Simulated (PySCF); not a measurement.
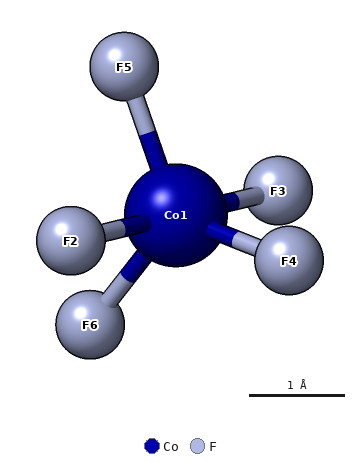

Fig. 1: The input geometry (ball-and-stick view, seen at a tilt; atoms are numbered from 1 in the order of the input). Sticks mark near contacts.

## Run report: CoF5, frequency calculation

- system: CoF5
- method: RKS-based PBE0, Co def2-SVP, F def2-SVP; non-relativistic Hamiltonian; density fitting (PySCF 2.14.0)

### The program's output
```
init E= -1880.50409118814
  HOMO = -0.401076482934543  LUMO = -0.309771236269631  gap/eV = 2.48454
cycle= 1 E= -1880.50409118784  delta_E= 2.98e-10  |g|= 4.56e-05  |ddm|= 3.03e-05
  HOMO = -0.401082690744001  LUMO = -0.309760849189078  gap/eV = 2.48499
cycle= 2 E= -1880.50409117797  delta_E= 9.87e-09  |g|= 0.000263  |ddm|= 0.000137
  HOMO = -0.401079861521953  LUMO = -0.309770071084255  gap/eV = 2.48467
cycle= 3 E= -1880.50409118807  delta_E= -1.01e-08  |g|= 2.31e-05  |ddm|= 0.000115
  HOMO = -0.401078279316703  LUMO = -0.309769741829821  gap/eV = 2.48463
cycle= 4 E= -1880.50409118816  delta_E= -9.69e-11  |g|= 2.62e-06  |ddm|= 1.72e-05
  HOMO = -0.401077943227533  LUMO = -0.309769820177703  gap/eV = 2.48462
Extra cycle  E= -1880.50409118815  delta_E= 1e-11  |g|= 7.55e-06  |ddm|= 7.7e-06
converged SCF energy = -1880.50409118815
```

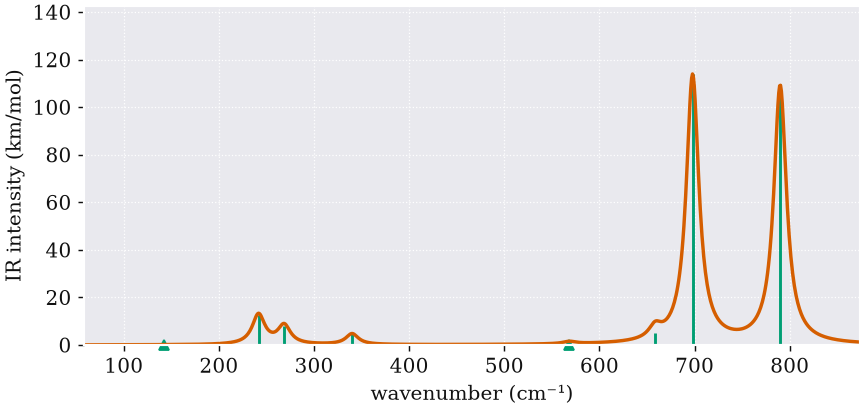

Fig. 2: Harmonic infrared spectrum, unscaled: sticks (degenerate modes added up, dark ones marked on the axis) with a Lorentzian envelope of 16 cm⁻¹ full width, scaled to the tallest stick. 12 modes from 142 to 790 cm⁻¹, none imaginary. The strongest line is at 698 cm⁻¹ (114 km/mol). All modes, in cm⁻¹ (km/mol): 142 (0.0), 142 (0.0), 242 (6.4), 242 (6.4), 269 (8.0), 340 (2.3), 340 (2.3), 568 (1.0), 659 (5.1), 698 (114), 790 (55), 790 (55).

This output came from the following input.

### Input file
```python
from pyscf import gto, scf, dft
mol = gto.M(atom='''
Co     0.000000    -0.000000    -0.057740
F     -0.000000     0.000000     1.716879
F      0.000000    -0.000000    -1.786386
F      1.652256     0.000021     0.078681
F     -0.826147     1.430885     0.078681
F     -0.826110    -1.430907     0.078681''',
    basis={'Co': 'def2-SVP', 'F': 'def2-SVP'},
    charge=0, spin=0)
mf = dft.RKS(mol, xc='PBE0')
mf.grids.atom_grid = (75, 302)
aux = {'Co': 'def2-universal-JKFIT', 'F': 'def2-universal-JKFIT'}
mf = mf.density_fit(auxbasis=aux)
mf.conv_tol = 1e-09
mf.diis_space = 10
mf.max_cycle = 60
mf.verbose = 4
mf.kernel()
```

The script is an equivalent of the set-up of the self-consistent field. The run itself was carried out by a driver, which started from the orbitals of the step before it where there was one and computed the further properties.

Command:
```bash
OMP_NUM_THREADS=2 python axn.py task.json out
```

### Results in brief

- outcome: converged
- total energy: −1880.504091 hartree
- HOMO: −10.91 eV
- LUMO: −8.43 eV
- zero-point energy: 0.011894 hartree
- dipole moment: 0.76 D
- wavenumbers, lowest and highest: 142 and 790 cm⁻¹
- hardware: 2 threads of Arm Neoverse N1, 98 GiB of memory available, shared host
- wall time: 2.3 min (CPU time 3.9 min)
- peak memory: 1.6 GiB

### Remarks

The run takes a singlet; with an open-shell metal another spin state may lie lower.
